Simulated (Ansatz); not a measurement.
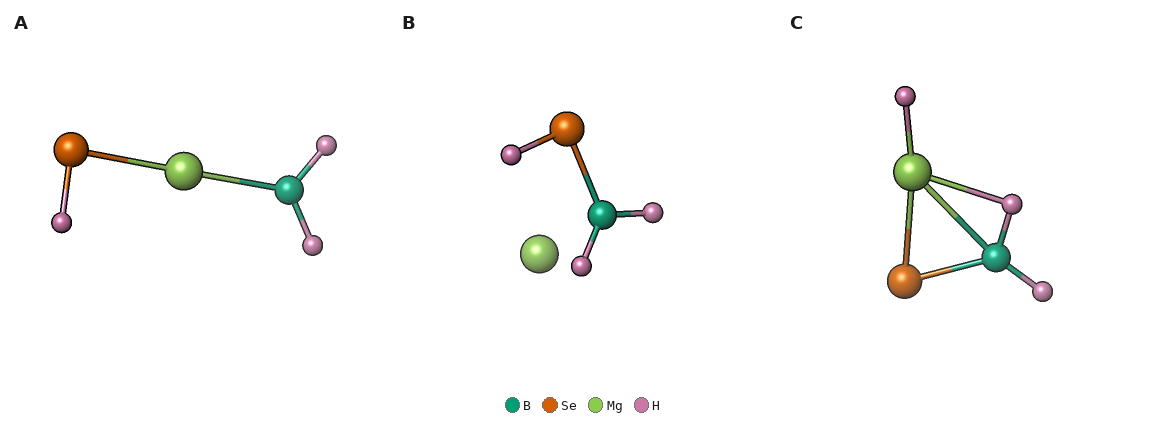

3 stationary structures of one formula. Geometries: PBE0-D4/def2-TZVP. Electronic energies: RHF-CCSD(T) (frozen core)/def2-TZVPP (Ansatz 0.2.0), without zero-point energy. No frequency run is at hand to confirm each as a minimum.

**Which is lowest in energy, and by how much?**

C is lowest (Cs); B lies 27.3 kcal/mol above it (C1), A lies 32.7 kcal/mol above it.
